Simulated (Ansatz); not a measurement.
Breaking a bond: AlMg (anion, charge -1), lowest triplet found (which spin is the ground state isn't settled by this scan).

Levels: ROCCSD(T) = CCSD(T) on ROHF/aug-cc-pVDZ, frozen core (Ansatz, a quantum-chemistry and plane-wave program); UKS-CAM-B3LYP = unrestricted CAM-B3LYP/aug-cc-pVDZ (Ansatz); UCCSD(T) = CCSD(T) on UHF/aug-cc-pVDZ, frozen core run with Ansatz; UKS-PBE = unrestricted PBE/aug-cc-pVDZ run with Ansatz; UKS-B3LYP = Ansatz with unrestricted B3LYP/aug-cc-pVDZ; ROCCSDT(Q) = CCSDT(Q)/B on ROHF/aug-cc-pVDZ, frozen core (Ansatz); UCCSDT(Q) = Ansatz with CCSDT(Q) on UHF/aug-cc-pVDZ, frozen core; FCI = Ansatz with full CI/aug-cc-pVDZ, frozen core.

Cost and agreement with FCI over the 13 points of the scan, with FCI as yardstick. Costs are rough ratios of core time within Ansatz on shared cores, each with its mean field (Kohn-Sham runs search longer for lower solutions than correlated ones do); the miss is the largest difference from FCI of the curve after the mean shift, in mEh.

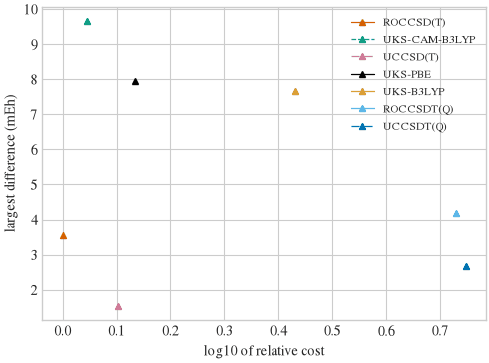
*Miss against cost, one point a level.*

```tsv
level	relative cost	largest difference
ROCCSD(T)	1	3.6
UKS-CAM-B3LYP	1	9.7
UCCSD(T)	1	1.5
UKS-PBE	1	7.9
UKS-B3LYP	3	7.7
ROCCSDT(Q)	5	4.2
UCCSDT(Q)	6	2.7
```

Costs within a factor of two of each other count as equal.

The scan ran from 1.89 to 8.94 Å; beyond the distances shown full CI changes its symmetry label. The T1 diagnostic of CCSD on the restricted reference of ROCCSD(T), ROCCSDT(Q) exceeds 0.045 at 2.50 to 2.96 Å. Where the anion isn't bound against loss of the electron, the finite basis alone holds it. At the minimum ROCCSD(T) lies far from FCI: another state is possible. The unrestricted determinant behind UCCSD(T), UCCSDT(Q) is spin-contaminated at 1.89 to 3.09 Å (<S²> up to 2.7, against 2.00 for a pure triplet).
